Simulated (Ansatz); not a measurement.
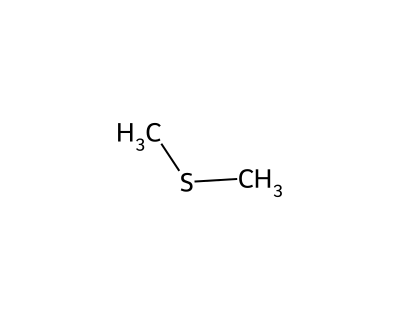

The picture comes from a calculation with Ansatz.

2D structure.

> Write the SMILES.

CSC

> Give the formula, hydrogens included.

C2H6S.

> An optimisation with PBE0-D4/def2-TZVP gave a structure of which point group?

C2v.
